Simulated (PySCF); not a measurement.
```xyz
2

Al    0.0000    0.0000   -0.0600
H     0.0000    0.0000    1.6050
```

These are results of PBE0/def2-TZVPPD, non-relativistic Hamiltonian with scalar-relativistic core potentials where named, at a bond length of 1.665 Å (PySCF), not measurements.

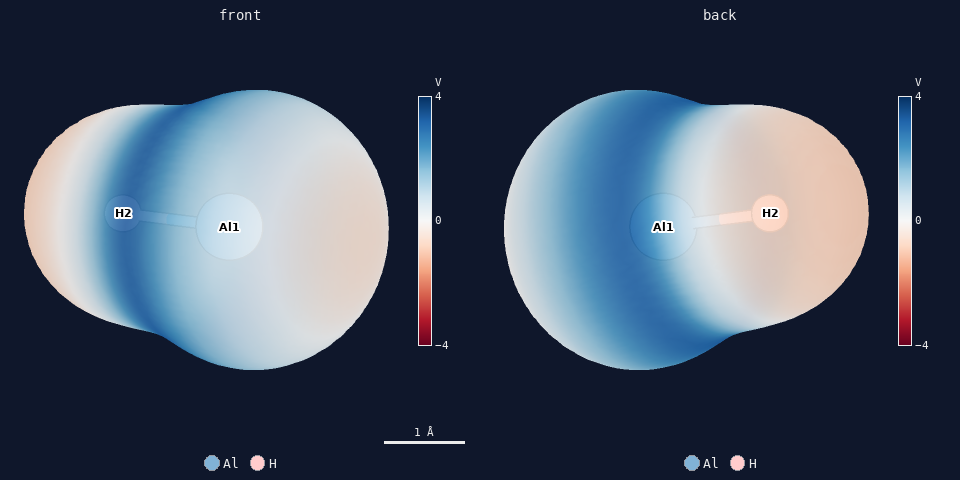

AlH. The molecular electrostatic potential painted on the density surface at 0.004 e/bohr³, seen from the front and from behind; the colour scale runs from red (negative) to blue (positive).

### Which sites attract a positive test charge, and which a negative one?

A positive charge is drawn to the negative regions and a negative charge to the positive ones. The most negative region (about −0.9 V) lies over H2, the most positive (about +3.2 V) over Al1.
